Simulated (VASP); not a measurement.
Here is the system:

```yaml
crystal:
  lattice:
    - [3.37102, 0.00000, 0.00000]
    - [-1.68551, 2.91939, 0.00000]
    - [0.00000, 0.00000, 8.10585]
  atoms:
    - { symbol: Hf, position: [0.33333, 0.66667, 0.03611] }
    - { symbol: Hf, position: [0.66667, 0.33333, 0.53611] }
    - { symbol: S, position: [0.33333, 0.66667, 0.33889] }
    - { symbol: S, position: [0.66667, 0.33333, 0.83889] }
```

Computed with PBEsol GGA, VASP's PBE PAW potentials (set 64) (plane waves; VASP). Settings: 400 eV cut-off, 9×9×3 Γ-centred mesh, tetrahedra with Blöchl corrections, potentials Hf_pv S.

Unless said otherwise, spin-orbit coupling is left out, though it shifts the bands of the heavy elements here.

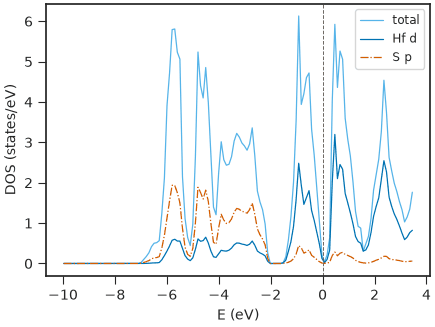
Total and projected density of states, zero at the Fermi level

Within 2 eV below the Fermi level the largest weight inside VASP's projection spheres is Hf d.

It has no gap at this level: it comes out as a metal or semimetal.

The structure was generated: HfS was put into the wurtzite type (P6_3mc), which need not be its known phase. It was relaxed first, which changed the volume by -41 %.
